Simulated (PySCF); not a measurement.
**Two runs on Al₂Cl₄O**

System: Al₂Cl₄O ([(Cl)2Al]2O).
Method of run 1: GIAO B3LYP/pcSseg-1 Al:pcSseg-2 NMR shielding, non-relativistic, gas phase (PySCF 2.14.0).

The geometry comes from this level: PBE0-D3(BJ)/def2-SVP. Text and figures count atoms from 1; the logs count them from 0 in places.

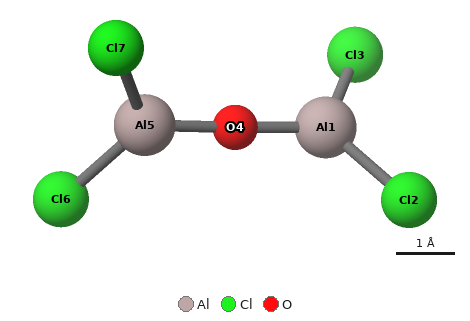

**Figure 1.** The structure as given in the input (ball-and-stick view, seen at a tilt; atoms are numbered from 1 in the order of the input). Sticks mark near contacts. Bond lengths as drawn: Al–Cl 2.08 Å and Al–O 1.68 Å.

### Input, run 1
```
{"job": {"kind": "nmr", "xc": "B3LYP", "basis": {"default": "pcSseg-1", "Al": "pcSseg-2"}, "pop": false}, "charge": 0, "multiplicity": 1}
Al    -1.383101    -0.894969     0.293808
Cl    -3.132958    -0.530847    -0.765889
Cl    -1.367228    -2.361921     1.766734
O      0.010249    -0.016137    -0.034190
Al     1.409243     0.866634    -0.324053
Cl     2.772069     0.231548    -1.758760
Cl     1.783587     2.603682     0.753800
```

The first line tells a small driver script what to run in PySCF; the rest is the geometry in Å.

Launched with:
```bash
OMP_NUM_THREADS=1 python <driver script> task.json out
```

Hardware: 1 CPU thread, shared host.

### Output (run 1)
```
coarse grid: 10832 points
cycle   1  E = -2401.1264158597  dE =  6.545e-01  |g| = 1.041e+00  |ddm| = 2.758e+00
cycle   2  E = -2400.5510055952  dE =  5.754e-01  |g| = 1.974e+00  |ddm| = 1.804e+00
cycle   3  E = -2401.3172330130  dE = -7.662e-01  |g| = 2.806e-01  |ddm| = 1.245e+00
cycle   4  E = -2401.3348016648  dE = -1.757e-02  |g| = 8.460e-02  |ddm| = 3.223e-01
cycle   5  E = -2401.3363292968  dE = -1.528e-03  |g| = 1.132e-02  |ddm| = 7.856e-02
cycle   6  E = -2401.3363559903  dE = -2.669e-05  |g| = 4.133e-03  |ddm| = 1.388e-02
cycle   7  E = -2401.3363610010  dE = -5.011e-06  |g| = 3.156e-04  |ddm| = 4.816e-03
final grid: 81976 points
cycle   8  E = -2401.3651770218  dE = -1.300e-05  |g| = 3.959e-03  |ddm| = 1.318e-02
cycle   9  E = -2401.3651735635  dE =  3.458e-06  |g| = 6.127e-03  |ddm| = 6.740e-03
cycle  10  E = -2401.3651800871  dE = -6.524e-06  |g| = 8.648e-04  |ddm| = 3.651e-03
cycle  11  E = -2401.3651802422  dE = -1.551e-07  |g| = 1.914e-04  |ddm| = 8.070e-04
cycle  12  E = -2401.3651802486  dE = -6.362e-09  |g| = 4.718e-05  |ddm| = 1.809e-04
cycle  13  E = -2401.3651802492  dE = -6.139e-10  |g| = 7.693e-06  |ddm| = 5.821e-05
converged SCF energy = -2401.3651802492

GIAO shielding tensors (ppm)
atom      isotropic    diamagn.    paramagn.     s11        s22        s33       span
  0 Al     435.237     795.296    -360.059    367.790    458.063    479.857    112.066
  1 Cl     955.653    1148.484    -192.830    880.504    893.988   1092.468    211.964
  2 Cl     955.097    1148.504    -193.407    880.161    893.083   1092.046    211.886
  3 O      241.035     387.215    -146.180    199.672    200.004    323.429    123.756
  4 Al     435.191     795.306    -360.116    367.653    457.566    480.354    112.701
  5 Cl     955.870    1148.460    -192.589    880.742    894.264   1092.605    211.863
  6 Cl     955.458    1148.516    -193.059    880.541    893.636   1092.196    211.655
```

The input of run 2 differs as follows (lines with − go, lines with + come):
```diff
-"xc": "B3LYP"
+"xc": "PBE"
```

Predict how the results change.

The total energies belong to different methods, so their difference says nothing on which is more stable or more accurate. The HOMO goes from −9.16 to −8.01 eV. The LUMO goes from −1.85 to −2.45 eV. Of all shieldings, the largest change is that of Cl3 and Cl7, by −16.6 ppm. The functional changes from B3LYP to PBE. Exact exchange removes part of the self-interaction error of semilocal functionals, which pushes filled and empty levels apart. The SCF takes 15 iterations against 13.

### Output (run 2)
```
coarse grid: 10832 points
cycle   1  E = -2399.8675096222  dE =  6.856e-01  |g| = 1.105e+00  |ddm| = 2.840e+00
cycle   2  E = -2398.3676032455  dE =  1.500e+00  |g| = 2.745e+00  |ddm| = 2.381e+00
cycle   3  E = -2400.0436137906  dE = -1.676e+00  |g| = 4.842e-01  |ddm| = 1.925e+00
cycle   4  E = -2400.0970027410  dE = -5.339e-02  |g| = 1.854e-01  |ddm| = 6.278e-01
cycle   5  E = -2400.1049317171  dE = -7.929e-03  |g| = 3.860e-02  |ddm| = 2.011e-01
cycle   6  E = -2400.1052820963  dE = -3.504e-04  |g| = 1.236e-02  |ddm| = 4.898e-02
cycle   7  E = -2400.1053280017  dE = -4.591e-05  |g| = 1.403e-03  |ddm| = 1.526e-02
cycle   8  E = -2400.1053283253  dE = -3.236e-07  |g| = 3.132e-04  |ddm| = 9.750e-04
final grid: 81976 points
cycle   9  E = -2400.1612335649  dE = -3.086e-05  |g| = 1.322e-02  |ddm| = 1.547e-02
cycle  10  E = -2400.1610933527  dE =  1.402e-04  |g| = 3.040e-02  |ddm| = 2.227e-02
cycle  11  E = -2400.1612596963  dE = -1.663e-04  |g| = 2.027e-03  |ddm| = 1.734e-02
cycle  12  E = -2400.1612604215  dE = -7.252e-07  |g| = 4.392e-04  |ddm| = 1.793e-03
cycle  13  E = -2400.1612604713  dE = -4.982e-08  |g| = 7.650e-05  |ddm| = 5.254e-04
cycle  14  E = -2400.1612604728  dE = -1.427e-09  |g| = 1.582e-05  |ddm| = 9.561e-05
cycle  15  E = -2400.1612604728  dE = -6.639e-11  |g| = 4.015e-06  |ddm| = 1.868e-05
converged SCF energy = -2400.1612604728

GIAO shielding tensors (ppm)
atom      isotropic    diamagn.    paramagn.     s11        s22        s33       span
  0 Al     430.459     796.059    -365.600    363.381    453.759    474.237    110.857
  1 Cl     939.110    1148.188    -209.077    858.924    872.913   1085.494    226.569
  2 Cl     938.452    1148.207    -209.755    858.478    871.869   1085.007    226.528
  3 O      229.632     386.115    -156.483    186.890    187.227    314.781    127.891
  4 Al     430.416     796.069    -365.653    363.246    453.270    474.733    111.487
  5 Cl     939.337    1148.163    -208.826    859.161    873.207   1085.643    226.482
  6 Cl     938.856    1148.219    -209.364    858.897    872.488   1085.183    226.285
```

### The two runs side by side

| quantity | run 1 | run 2 |
| --- | --- | --- |
| outcome | converged | converged |
| total energy (hartree) | −2401.365180 | −2400.161260 |
| HOMO (eV) | −9.16 | −8.01 |
| LUMO (eV) | −1.85 | −2.45 |
| dipole moment (D) | 0.04 | 0.04 |
| shielding of Al1 (ppm) | 435.2 | 430.5 |
| shielding of Cl2 (ppm) | 955.7 | 939.1 |
| shielding of Cl3 (ppm) | 955.1 | 938.5 |
| shielding of O4 (ppm) | 241.0 | 229.6 |
| shielding of Al5 (ppm) | 435.2 | 430.4 |
| shielding of Cl6 (ppm) | 955.9 | 939.3 |
| shielding of Cl7 (ppm) | 955.5 | 938.9 |
| SCF iterations | 13 | 15 |
| basis functions | 199 | 199 |
| wall time (shared host) | 22 s | 26 s |
